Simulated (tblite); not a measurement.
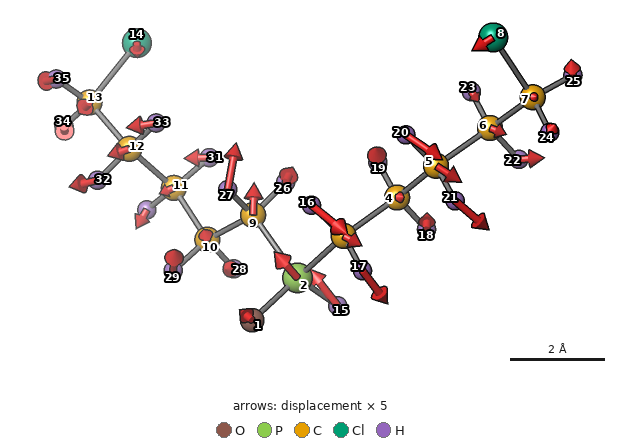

A relaxation of C$_{10}$H$_{21}$Cl$_{2}$OP. The starting structure is drawn; red arrows show the displacements, magnified 5 times. The two geometries are superimposed by the best rigid fit.

The picture is a ball-and-stick view, seen at a tilt.

Level of theory: GFN2-xTB geometry optimisation, gas phase in tblite. 

Atoms of which element are displaced furthest, and by how much?

Answer. Hydrogen: up to 0.26 Å, against 0.18 Å for phosphorus.

Describe the change and its energy.

Answer. An H atom moves most after the best rigid fit: 0.26 Å. Largest moves by element: H 0.26 Å, P 0.18 Å, C 0.15 Å, Cl 0.11 Å, O 0.10 Å. Some distances before and after: O–P 1.518 → 1.465 Å, C–P 1.812 → 1.832 Å, C–H 1.109 → 1.095 Å, C–C 1.534 → 1.522 Å. Among the angles between lasting bonds that change: C–P–H 110.5° → 103.1°, O–P–C 107.0° → 113.5°, C–P–H 109.8° → 103.7°. After 83 geometry steps the energy has fallen by 7.44 kcal/mol.
